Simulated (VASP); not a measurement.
# MgI2: optical spectrum

Aim: the dielectric function of MgI2 for independent particles, and its static limit with local fields. The cell is of the CdI2 type, one of the forms listed for this formula. The start is a cell from a database of measured crystal structures.

Calculated with VASP 6.6.1; PBE; plane waves and PAW (I, Mg), in the first sound run; inputs show where later runs differ.

The database entry behind the starting cell has ideal inner coordinates that were not refined, so it need not match the best structure at ambient conditions.

## (1) The structure

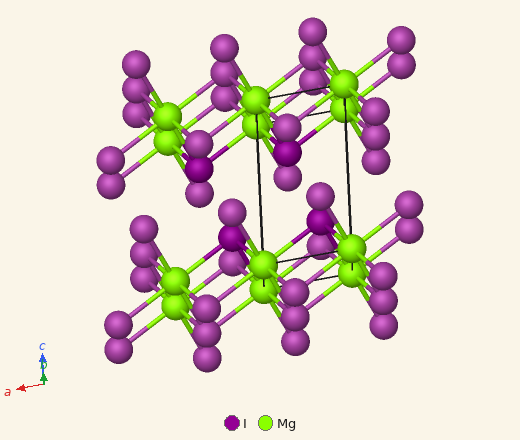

The starting structure, seen from a free direction (iodine purple, magnesium green). 2×1×1 cells are drawn. Some periodic images of atoms are drawn too.

As a file:

```cif
data_structure
_symmetry_space_group_name_H-M 'P-3m1'
_symmetry_Int_Tables_number 164
_cell_length_a 4.1400
_cell_length_b 4.1400
_cell_length_c 6.8800
_cell_angle_alpha 90.000
_cell_angle_beta 90.000
_cell_angle_gamma 120.000
_cell_volume 102.12
loop_
_atom_site_label
_atom_site_type_symbol
_atom_site_symmetry_multiplicity
_atom_site_Wyckoff_symbol
_atom_site_fract_x
_atom_site_fract_y
_atom_site_fract_z
_atom_site_occupancy
I1 I 2 d 0.66667 0.33333 0.75000 1
Mg1 Mg 1 a 0.00000 0.00000 0.00000 1
```

## (2) Ground state

The ground state comes first.

File INCAR:

```
SYSTEM = MgI2
PREC = Accurate
ENCUT = 400
EDIFF = 1E-07
NELM = 100
ISMEAR = 0
SIGMA = 0.05
LREAL = .FALSE.
ALGO = Normal
GGA = PE
NBANDS = 14
LORBIT = 11
LWAVE = .FALSE.
LCHARG = .FALSE.
KPAR = 4
```

File POSCAR:

```
MgI2
1.0
    4.1400000000      0.0000000000      0.0000000000
   -2.0700000000      3.5853451717      0.0000000000
    0.0000000000      0.0000000000      6.8800000000
I Mg
2 1
Direct
    0.6666666667      0.3333333333      0.7500000000
    0.3333333333      0.6666666667      0.2500000000
    0.0000000000      0.0000000000      0.0000000000
```

File KPOINTS:

```
Automatic mesh
0
Gamma
6 6 4
0 0 0
```

The projector-augmented-wave data sets are I and Mg (PBE family, release 64).

Launch:

```
$ mpirun -np 4 vasp_std
```

What it wrote:

```text
[banner, memory and clock lines left out]
running    4 mpi-ranks, on    1 nodes
 distrk:  each k-point on    1 cores,    4 groups
 distr:  one band on    1 cores,    1 groups

 POSCAR found type information on POSCAR I Mg
 POSCAR found :  2 types and       3 ions
 LDA part: xc-table for (Slater+PW92), standard interpolation
 POSCAR, INCAR and KPOINTS ok, starting setup
 FFT: planning ... GRIDC
 FFT: planning ... GRID_SOFT
 FFT: planning ... GRID
 WAVECAR not read
 entering main loop
       N       E                     dE             d eps       ncg     rms          rms(c)
DAV:   1     0.679866000025E+02    0.67987E+02   -0.49814E+03   672   0.724E+02
DAV:   2    -0.264485334475E+01   -0.70631E+02   -0.64710E+02   948   0.126E+02
DAV:   3    -0.775168060815E+01   -0.51068E+01   -0.50854E+01   882   0.391E+01
DAV:   4    -0.784060180297E+01   -0.88921E-01   -0.88913E-01   914   0.654E+00
DAV:   5    -0.784154995694E+01   -0.94815E-03   -0.94815E-03   900   0.639E-01    0.401E+00
DAV:   6    -0.770661450034E+01    0.13494E+00   -0.12188E-01   744   0.187E+00    0.273E+00
DAV:   7    -0.768078215044E+01    0.25832E-01   -0.12179E-01   768   0.183E+00    0.760E-01
DAV:   8    -0.767905938766E+01    0.17228E-02   -0.74759E-03   750   0.523E-01    0.285E-01
DAV:   9    -0.767920488641E+01   -0.14550E-03   -0.11598E-03   870   0.214E-01    0.103E-01
DAV:  10    -0.767919137619E+01    0.13510E-04   -0.32730E-05   816   0.421E-02    0.431E-02
DAV:  11    -0.767919513031E+01   -0.37541E-05   -0.11695E-05   810   0.221E-02    0.174E-02
DAV:  12    -0.767919577169E+01   -0.64138E-06   -0.77915E-07   864   0.551E-03    0.920E-03
DAV:  13    -0.767919593116E+01   -0.15947E-06   -0.69685E-08   588   0.171E-03    0.599E-03
DAV:  14    -0.767919634595E+01   -0.41479E-06   -0.32570E-07   744   0.366E-03    0.554E-03
DAV:  15    -0.767919624236E+01    0.10360E-06   -0.11210E-08   612   0.715E-04    0.265E-03
DAV:  16    -0.767919619166E+01    0.50696E-07   -0.98908E-09   408   0.498E-04
   1 F= -.76791962E+01 E0= -.76791962E+01  d E =-.468565E-13
```

Wall time 6.6 s (4 MPI ranks of Intel Xeon Platinum 8488C (Sapphire Rapids), shared host); peak memory 0.75 GiB.

The logs omit lines about the potential files and the build; timing stands in the text.

OUTCAR, selected parts (step 2):

```text
ion  position               nearest neighbor table
   1  0.667  0.333  0.750-   3 2.94   3 2.94   3 2.94
   2  0.333  0.667  0.250-   3 2.94   3 2.94   3 2.94
   3  0.000  0.000  0.000-   1 2.94   2 2.94   1 2.94   2 2.94   1 2.94   2 2.94

  LATTYP: Found a hexagonal cell.
 ALAT       =     4.1400000000
 C/A-ratio  =     1.6618357488

 Subroutine GETGRP returns: Found 12 space group operations
 (whereof 12 operations were pure point group operations)

The static configuration has the point symmetry D_3d.

 Found     24 irreducible k-points:

   k-points           NKPTS =     24   k-points in BZ     NKDIM =     24   number of bands    NBANDS=     14

   dimension x,y,z NGX =    28 NGY =   28 NGZ =   48
   dimension x,y,z NGXF=    56 NGYF=   56 NGZF=   96

   ENCUT  =  400.0 eV  29.40 Ry    5.42 a.u.   6.75  6.75 11.22*2*pi/ulx,y,z

   NELECT =      16.0000    total number of electrons

 k-points in reciprocal lattice and weights: Automatic mesh
   0.00000000  0.00000000  0.00000000       0.007
   0.16666667 -0.00000000  0.00000000       0.042
   0.33333333  0.00000000  0.00000000       0.042
   0.50000000  0.00000000  0.00000000       0.021
   0.16666667  0.16666667  0.00000000       0.042
   0.33333333  0.16666667  0.00000000       0.083
   0.33333333  0.33333333  0.00000000       0.014
   0.00000000  0.00000000  0.25000000       0.014
   0.16666667 -0.00000000  0.25000000       0.042
[...]
0.33333333  0.16666667  0.50000000       0.083
   0.33333333  0.33333333  0.50000000       0.014

 average (electrostatic) potential at core
       1 -92.2917       2 -92.2917       3 -38.8361

 E-fermi :   2.5913

 k-point     1 :       0.0000    0.0000    0.0000
  band No.  band energies     occupation
    ...
      4       1.9873      2.00000
      5       1.9873      2.00000
      6       2.3318      2.00000
      7       2.3523      2.00000
      8       2.3523      2.00000
      9       5.9774      0.00000
     10       7.2044      0.00000
     11       9.1438      0.00000
     12       9.1438      0.00000
     13       9.7690      0.00000
    ...

 k-point     2 :       0.1667   -0.0000    0.0000
  band No.  band energies     occupation
    ...
      4       0.9915      2.00000
      5       1.4665      2.00000
      6       1.6811      2.00000
      7       2.2325      2.00000
      8       2.2864      2.00000
      9       6.8438      0.00000
     10       7.8137      0.00000
     11       8.5705      0.00000
     12       9.4491      0.00000
     13       9.5339      0.00000
    ...

 k-point     3 :       0.3333    0.0000    0.0000
  band No.  band energies     occupation
    ...
      4      -0.1973      2.00000
      5       0.3607      2.00000
      6       1.2420      2.00000
      7       1.8468      2.00000
      8       2.0635      2.00000
      9       6.4242      0.00000
     10       7.7623      0.00000
     11       8.1610      0.00000
     12       9.3669      0.00000
     13       9.7598      0.00000
    ...

  Total        0.5020224      0.5020224      0.1360395     -0.0000000     -0.0000000      0.0000000
  in kB        7.8761487      7.8761487      2.1343019     -0.0000000     -0.0000000      0.0000000
  external PRESSURE =       5.9621998 kB  Pullay stress =       0.0000000 kB

  energy-cutoff  :      400.00
  volume of cell :      102.12
      direct lattice vectors                 reciprocal lattice vectors
     4.140000000  0.000000000  0.000000000     0.241545894  0.139456587  0.000000000
    -2.070000000  3.585345172  0.000000000     0.000000000  0.278913174  0.000000000
     0.000000000  0.000000000  6.880000000     0.000000000  0.000000000  0.145348837

 POSITION                                       TOTAL-FORCE (eV/Angst)
 -----------------------------------------------------------------------------------
      2.07000      1.19512      5.16000         0.000000     -0.000000      0.255057
     -0.00000      2.39023      1.72000        -0.000000      0.000000     -0.255057
      0.00000      0.00000      0.00000        -0.000000      0.000000     -0.000000
 -----------------------------------------------------------------------------------
    total drift:                                0.000000     -0.000000     -0.000000

  FREE ENERGIE OF THE ION-ELECTRON SYSTEM (eV)
  ---------------------------------------------------
  free  energy   TOTEN  =        -7.6791961917 eV

  energy  without entropy=       -7.6791961917  energy(sigma->0) =       -7.67919619

 total charge
# of ion       s       p       d       tot
------------------------------------------
    1        1.507   2.817   0.013   4.337
    2        1.507   2.817   0.013   4.337
    3        0.138   0.108   0.027   0.272
--------------------------------------------------
tot          3.152   5.743   0.052   8.946

[... 3 further parts left out ...]
```

The gap is read on the k-mesh alone, so it is an upper bound where the band edges lie off the mesh.

This step gave:

| Quantity | Value |
| --- | --- |
| free energy (TOTEN) | -7.679 eV |
| Fermi energy | 2.591 eV |
| pressure | 0.5962 GPa |
| gap on the k-mesh | 3.474 eV |
| least direct gap on the k-mesh | 3.625 eV |

The cell has a gap of 3.47 eV on this mesh. Spin-orbit coupling is left out, which can shift or reorder these edges. Forces of up to 0.26 eV/Å remain in these settings.

## (3) Spectrum

LOPTICS sums the direct transitions; the mesh is finer and NBANDS larger than for the ground state.

INCAR: that of step 2 with these lines changed.

```diff
@@ -10,4 +10,3 @@
 GGA = PE
-NBANDS = 14
-LORBIT = 11
+NBANDS = 56
 LWAVE = .FALSE.
@@ -15 +14,4 @@
 KPAR = 4
+LOPTICS = .TRUE.
+NEDOS = 2000
+CSHIFT = 0.2
```

POSCAR is that of step 2.

File KPOINTS:

```
Automatic mesh
0
Gamma
9 9 5
0 0 0
```

Launch:

```
$ mpirun -np 4 vasp_std
```

What it wrote:

```text
[... set-up lines as in an earlier step ...]
 entering main loop
       N       E                     dE             d eps       ncg     rms          rms(c)
DAV:   1     0.644276564647E+02    0.64428E+02   -0.37268E+03  5648   0.182E+02
DAV:   2    -0.456795560592E+01   -0.68996E+02   -0.63351E+02  7024   0.534E+01
DAV:   3    -0.780414615338E+01   -0.32362E+01   -0.31957E+01  6904   0.119E+01
DAV:   4    -0.784161898355E+01   -0.37473E-01   -0.37460E-01  6792   0.125E+00
DAV:   5    -0.784243997082E+01   -0.82099E-03   -0.82097E-03  6856   0.188E-01    0.400E+00
DAV:   6    -0.770768744036E+01    0.13475E+00   -0.15172E-02  6472   0.468E-01    0.265E+00
DAV:   7    -0.768148171114E+01    0.26206E-01   -0.34732E-02  6808   0.479E-01    0.768E-01
DAV:   8    -0.768033538962E+01    0.11463E-02   -0.44075E-03  6496   0.159E-01    0.217E-01
DAV:   9    -0.768034731209E+01   -0.11922E-04   -0.40331E-04  6752   0.450E-02    0.369E-02
DAV:  10    -0.768035790008E+01   -0.10588E-04   -0.38140E-05  6840   0.107E-02    0.217E-02
DAV:  11    -0.768035851194E+01   -0.61186E-06   -0.13796E-06  6480   0.272E-03    0.114E-02
DAV:  12    -0.768036016614E+01   -0.16542E-05   -0.17856E-06  6440   0.281E-03    0.266E-03
DAV:  13    -0.768036015382E+01    0.12329E-07   -0.48994E-08  7016   0.452E-04
   1 F= -.76803602E+01 E0= -.76803602E+01  d E =-.551976E-12
 optical routines
 imaginary and real dielectric function
 recalculating local potential from charge density
 direction            1
 direction            2
 direction            3
```

Elapsed: 29 s, on 4 MPI ranks; peak memory 1.3 GiB; 1.9 min of CPU time.

OUTCAR, selected parts (step 3):

```text
The static configuration has the point symmetry D_3d.

 Found     50 irreducible k-points:

   k-points           NKPTS =     50   k-points in BZ     NKDIM =     50   number of bands    NBANDS=     56

   NELECT =      16.0000    total number of electrons

 E-fermi :   2.5721

 k-point     1 :       0.0000    0.0000    0.0000
  band No.  band energies     occupation
    ...
      4       1.9868      2.00000
      5       1.9868      2.00000
      6       2.3313      2.00000
      7       2.3517      2.00000
      8       2.3517      2.00000
      9       5.9770      0.00000
     10       7.2040      0.00000
     11       9.1436      0.00000
     12       9.1436      0.00000
     13       9.7688      0.00000
    ...

 k-point     2 :       0.1111   -0.0000    0.0000
  band No.  band energies     occupation
    ...
      4       1.4798      2.00000
      5       1.8295      2.00000
      6       1.8841      2.00000
      7       2.2899      2.00000
      8       2.3309      2.00000
      9       6.4851      0.00000
     10       7.6747      0.00000
     11       8.5816      0.00000
     12       9.3175      0.00000
     13       9.9245      0.00000
    ...

  Total        0.4933814      0.4933814      0.1384256      0.0000000      0.0000000      0.0000000
  in kB        7.7405816      7.7405816      2.1717373      0.0000000      0.0000000      0.0000000
  external PRESSURE =       5.8843002 kB  Pullay stress =       0.0000000 kB

 POSITION                                       TOTAL-FORCE (eV/Angst)
 -----------------------------------------------------------------------------------
      2.07000      1.19512      5.16000         0.000000      0.000000      0.254577
     -0.00000      2.39023      1.72000        -0.000000      0.000000     -0.254577
      0.00000      0.00000      0.00000         0.000000      0.000000      0.000000
 -----------------------------------------------------------------------------------
    total drift:                                0.000000     -0.000000     -0.000000

  FREE ENERGIE OF THE ION-ELECTRON SYSTEM (eV)
  ---------------------------------------------------
  free  energy   TOTEN  =        -7.6803601538 eV

  energy  without entropy=       -7.6803601538  energy(sigma->0) =       -7.68036015

 plasma frequency squared (from intraband transitions) (eV^2)
  --------------------------------------------------------------------------------------
       0.000       0.000       0.000
       0.000       0.000       0.000
       0.000       0.000       0.000

[... 6 parts as in an earlier step ...]

[... 6 further parts left out ...]
```

These are independent-particle spectra without excitons or local fields, and fine structure depends on the mesh and on CSHIFT.

Numbers from this step:

```yaml
free_energy_toten: -7.680 eV
fermi_energy: 2.572 eV
pressure: 0.5884 GPa
gap_on_the_k_mesh: 3.450 eV
```

The imaginary dielectric function has structure finer than the step of the table below, so its rows give means over 2.5 eV, whole bins alone (the curve runs from 0 to 25.0 eV). Peaks (eV: height): xx 6.43: 8.69; zz 6.17: 10.4.

Absorption under the direct gap is the tail of the CSHIFT broadening, and fine structure depends on the mesh. Imaginary dielectric function against photon energy; means over each step:

```tsv
photon energy (eV)	xx	zz
2.5	0.247	0.221
5.0	5.49	4.93
7.5	6.93	7.47
10.0	2.26	2.06
12.5	0.943	1.02
15.0	0.533	0.524
17.5	0.326	0.328
20.0	0.184	0.188
22.5	0.117	0.111
```

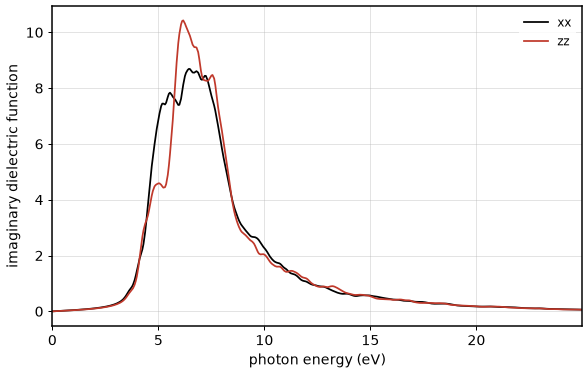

Imaginary dielectric function, plotted against photon energy.

Real dielectric function against photon energy:

```tsv
photon energy (eV)	xx	zz
0.0	4.97	4.86
2.5	5.77	5.60
5.0	8.01	7.22
7.5	-1.20	-0.720
10.0	-1.60	-1.49
12.5	-0.676	-0.664
15.0	-0.148	-0.223
17.5	0.104	0.121
20.0	0.318	0.303
22.5	0.447	0.448
```

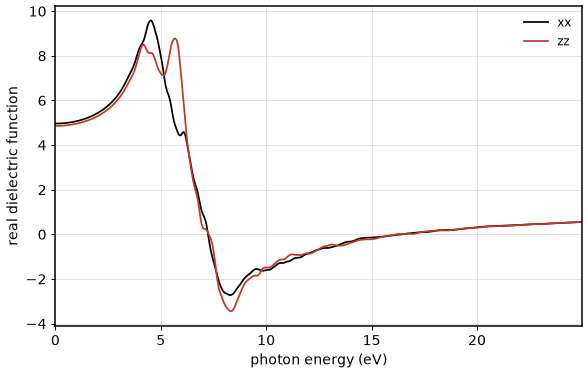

Real dielectric function, plotted against photon energy.

[end of part 1 of 3]

[Lines on the potential files, build, host, timing and source positions are cut from VASP's logs without a mark.]

[Logs are printed without paths, hosts, clocks, repeated set-up lines and the standing remarks that a program may print on its own settings, such as how far it seeks lower states.]

[Hosts, paths, dates, database ids (printed as entryN), source tags and the programs' standing remarks are cut or masked in the printed files.]
